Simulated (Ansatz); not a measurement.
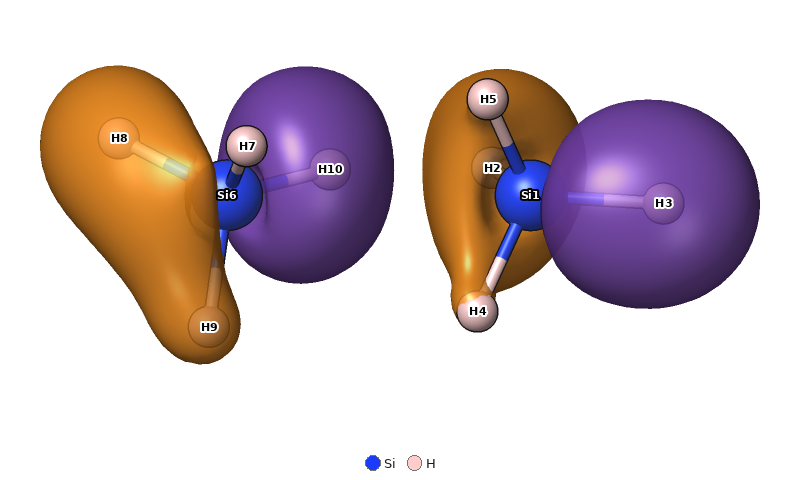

SiH4···SiH4. The HOMO at ±0.08 Å⁻³ᐟ² (orange and purple are the two phases), seen at an oblique angle.

Not at a stationary point (largest force 0.8 eV/Å).

The calculation used Ansatz 0.2.0, RKS revPBE-D4/def2-SVP.

The calculation's input:

```
crystal:
  periodic: [false, false, false]
  atoms:
    - { symbol: Si, position_ang: [0.0, 0.0, 0.0] }
    - { symbol: H, position_ang: [0.0, 0.0, 1.81] }
    - { symbol: H, position_ang: [1.3768, 0.0, -0.4862] }
    - { symbol: H, position_ang: [-0.6877, 1.1914, -0.4862] }
    - { symbol: H, position_ang: [-0.6877, -1.1914, -0.4862] }
    - { symbol: Si, position_ang: [-2.3914, 0.0, 0.7946] }
    - { symbol: H, position_ang: [-3.1794, -0.9102, -0.0313] }
    - { symbol: H, position_ang: [-2.4426, -0.4389, 2.1861] }
    - { symbol: H, position_ang: [-2.9397, 1.3491, 0.69] }
    - { symbol: H, position_ang: [-0.9452, 0.0, 1.8966] }
basis:
  gaussian: { orbitals: def2-SVP }
hamiltonian:
  xc: revpbe
  dispersion: d4
relax:
  f_tol: 0.15
  max_steps: 25
  restrain:
    - { distance: [0, 5], at: 3.42, k: 30.0 }
    - { distance: [9, 1], at: 1.86, k: 30.0 }
    - { distance: [0, 1], at: 1.46, k: 30.0 }
    - { distance: [9, 5], at: 1.46, k: 30.0 }
output:
  orbitals: {}
```

Command:

```sh
ansatz run input.yaml --threads 1 --pin off --max-ram 2048MiB --backend cpu --events-out ev --progress --plain --runs-dir out
```

The fields are those of the run's last geometry, not of the input's.

> Describe this orbital and give its energy.

By Hirshfeld shares it lies mainly on Si1 (about 20 %), Si6 (about 20 %), H3 (about 15 %), H10 (about 15 %), H2 (about 15 %) and H8 (about 5 %). Its energy is −7.68 eV.
